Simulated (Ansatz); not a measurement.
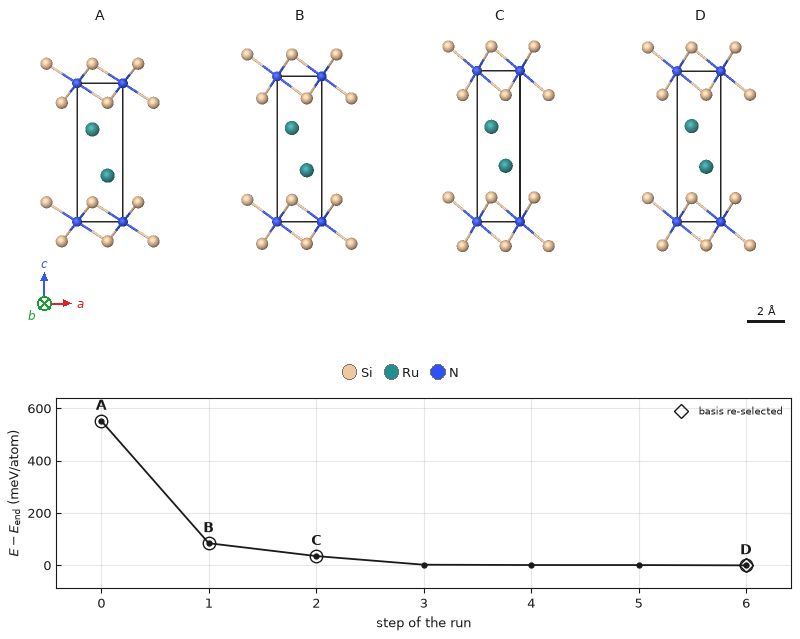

Frames of a relaxation of crystalline Si₂Ru₂N (a generated structure, set up in P-3m1) (coarse preliminary run), marked on the history of the run. Style: ball-and-stick. Shown: the cell of the calculation, along the b axis.

These are results of DFT PBE, scalar-relativistic, plane waves, PAW (Ansatz 0.2.0), not measurements.

Input file:
```yaml
crystal:
  lattice:
    - [2.94304625, 0.0, 0.0]
    - [-1.47152312, 2.54875281, 0.0]
    - [0.0, 0.0, 7.69477388]
  atoms:
    - { symbol: Si, position: [0.33333333, 0.66666667, 0.141] }
    - { symbol: Si, position: [0.66666667, 0.33333333, 0.859] }
    - { symbol: Ru, position: [0.33333333, 0.66666667, 0.667], spin: 1.0 }
    - { symbol: Ru, position: [0.66666667, 0.33333333, 0.333], spin: 1.0 }
    - { symbol: "N", position: [0.0, 0.0, 0.0] }
basis:
  ecutwfc: 420
kpoints:
  mp_grid: { grid: [6, 6, 2] }
hamiltonian:
  xc: pbe
scf:
  occupations: { method: gaussian, width: 0.1 }
  lower_state_search: "off"
output:
  forces: true
  stress: true
  eigenvalues: true
  populations: true
magnetization:
  spin_polarized: true
relax:
  adjacent_minimum: "off"
  f_tol: 0.04
  max_steps: 70
  cell: { stress_tol: 0.4 }
```

Command:
```bash
ansatz run input.yaml --threads 1 --pin off --max-ram 2560MiB --backend cpu --events-out ev --progress --plain --runs-dir out
```

Q: Describe the path.

A: After 5 accepted moves (6 points after the start) the energy has fallen by 552 meV per atom. The largest force component goes from 5.2 to 0.0069 eV/Å. The pressure goes from 19.59 to 0.02 GPa. The SCF was repeated once at an unchanged geometry on a basis and grid sized afresh for the cell, which shifted the energy by 1.2 meV per atom at most. The largest moves relative to the cell, 0.27 Å, are those of Ru3 and Ru4. Ru4 goes along +c. By element the largest moves are Ru 0.27 Å, Si 0.13 Å. N stays in place. The drawn cell changes as follows: a = b 2.943 → 2.810 Å (−4.5 %), c 7.695 → 8.369 Å (+8.8 %); the volume changes by −0.9 %. Near-neighbour distances that change, for instance: Si1–Si2 2.756 → 3.084 Å, Ru3–Ru4 3.081 → 2.782 Å, Ru3–Ru3 2.943 → 2.810 Å, Si1–Ru4 2.252 → 2.381 Å. Bond angles that change, for instance: N5–Si1–N5 93.8° → 84.7°, Si1–N5–Si1 93.8° → 84.7°, Si1–N5–Si2 86.2° → 95.3°. The space group stays P-3m1 (No. 164). The program noted that the starting moments weren't kept. The run may lie on a higher electronic state than the lowest, so the end point isn't shown to be the ground-state structure. The run took 87 s on 1 thread of Intel(R) Xeon(R) Processor @ 2.50GHz (Skylake/Cascade Lake) (shared host), peak memory 0.37 GiB. From step 0 to 1: Ru atoms move most (0.17 Å), volume −0.8 %, energy −468 meV per atom. From step 1 to 2: Ru atoms move most (0.14 Å), volume −3.6 %, energy −49.2 meV per atom. From step 2 to 6: Ru atoms move most (0.05 Å), volume +3.7 %, energy −35.4 meV per atom.

```
step  E − E(0), meV/atom  largest force component, eV/Å  pressure, GPa  volume, Å³/atom                      note
   0                0.00                         5.1761          19.59           11.544                          
   1             -467.83                         1.7749           4.77           11.454                          
   2             -517.03                         1.1961           9.49           11.039                          
   3             -550.04                         0.2176          -0.15           11.451                          
   4             -551.23                         0.0625           0.43           11.421                          
   5             -551.29                         0.0061          -0.13           11.444                          
   6             -552.47                         0.0069           0.02           11.444  same geometry, new basis
```

Limits of the set-up: the k-point mesh is coarse for a cell with partly filled bands; layers or molecules are held without a dispersion correction, so their spacing is unreliable.
